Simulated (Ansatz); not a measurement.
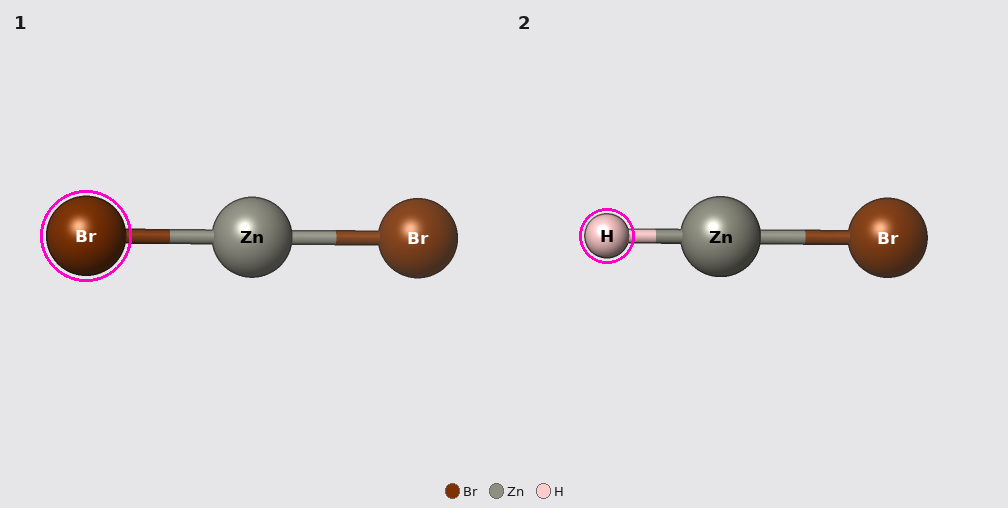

2 molecules with one skeleton, seen from the same side and at one scale; the atom that differs is circled. Charge 0, singlet. Computed geometries: PBE0-D4/def2-TZVP optimisations, one conformation each. Properties computed with Ansatz 0.2.0.

One atom differs, called X below: Br in panel 1, H in panel 2. Their formulas are ZnBr2 (`[Br][Zn][Br]`), BrHZn (`[ZnH][Br]`).

Question: In which is the dipole moment larger (PBE-D4/def2-TZVPP)?

Answer: In panel 2 (X = H).

Question: In which is the HOMO–LUMO gap larger (PBE-D4/def2-TZVPP)?

Answer: In panel 2 (X = H).

Give the values. With PBE0-D4/def2-TZVP: length of X–Zn (Å), angle X–Zn–Br (°). With PBE-D4/def2-TZVPP: HOMO energy (Kohn–Sham orbital) (eV), HOMO–LUMO gap (eV), dipole moment (D).

| quantity | 1 (Br) | 2 (H) | 2 − 1 |
| --- | --- | --- | --- |
| length of X–Zn (Å) | 2.225 | 1.524 | −0.701 |
| angle X–Zn–Br (°) | 179.9 | 180.0 | +0.1 |
| HOMO energy (Kohn–Sham orbital) (eV) | −7.31 | −7.12 | +0.19 |
| HOMO–LUMO gap (eV) | 4.64 | 5.69 | +1.05 |
| dipole moment (D) | 0.00 | 1.45 | +1.45 |
